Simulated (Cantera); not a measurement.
A closed system holds: 1 mol HMDSO, 0.68 mol O2, 15 mol H2, equilibrated at 10.0 Torr.

Cantera equilibrium calculation (NASA polynomials, part measured and part estimated; ideal gas, pure solids and liquids). Candidate condensed phases: C, C6H6, C7H8, C8H18, H2O, Si, SiC, SiO2; 123 gas species. The feed counts by its element totals alone. Mutual solubility and eutectic melting of coexisting phases are not modelled. The tables hold silica as quartz up to 1696 K and as liquid above; real silica turns to tridymite and cristobalite and melts near 1996 K. Rates play no part.

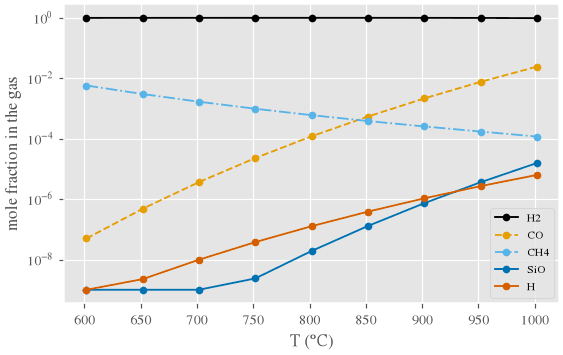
Figure. Equilibrium gas composition (values under 1e-9 drawn at 1e-9)

From 602 °C to 1002 °C the condensed part is C(graphite) + SiC(s) + SiO2(β-quartz).
